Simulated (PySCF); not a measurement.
```xyz
17

C    -1.0325    2.2246   -0.6549
C    -0.6893    1.0527   -0.1320
C    -1.6514   -0.0177    0.3103
B    -1.1881   -1.4536   -0.2228
Cl   -1.2057   -2.8348    0.7991
Cl   -0.8537   -1.6740   -1.9016
C     0.7514    0.7217    0.0086
O     1.6731    1.4679   -0.1922
O     0.9120   -0.5624    0.3894
C     2.2437   -1.0491    0.4771
H    -2.0603    2.5063   -0.8039
H    -0.2738    2.9306   -0.9478
H    -1.6947   -0.0161    1.4026
H    -2.6495    0.2433   -0.0481
H     2.1734   -2.0520    0.8909
H     2.7038   -1.0733   -0.5128
H     2.8347   -0.4022    1.1282
```

Geometry: GFN2-xTB.

Method: PBE0/pcSseg-1, SCF density, gas phase, non-relativistic in PySCF 2.14.0.

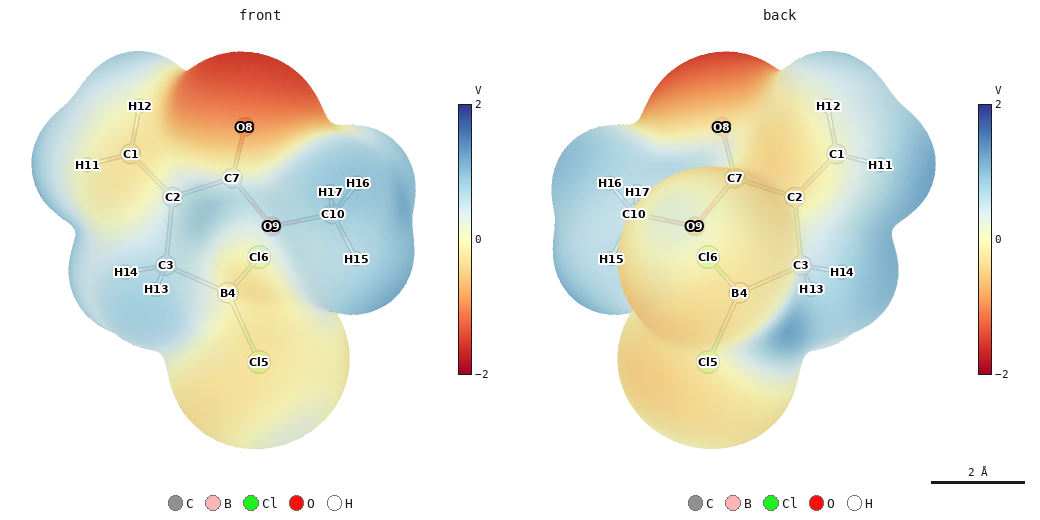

C5H7BCl2O2 (SMILES C=C(CB(Cl)Cl)C(=O)OC). The electrostatic potential painted on the density surface at 0.002 e/bohr³, seen from the front and from behind; the colour scale runs from red (negative) to blue (positive).

Which sites attract a positive test charge, and which a negative one?

A positive charge is drawn to the negative regions and a negative charge to the positive ones. The most negative region (about −1.5 V, or −35 kcal/mol for a unit charge) lies over O8, the most positive (about +1.2 V, or +28 kcal/mol for a unit charge) over B4, C10 and H11. Cl5 shows a σ-hole: about +0.3 V at the tip opposite its bond, against about −0.2 V on its flanks. Cl6 shows a σ-hole: about +0.2 V at the tip opposite its bond, against about −0.3 V on its flanks. O8 is the likeliest acceptor of a hydrogen bond.
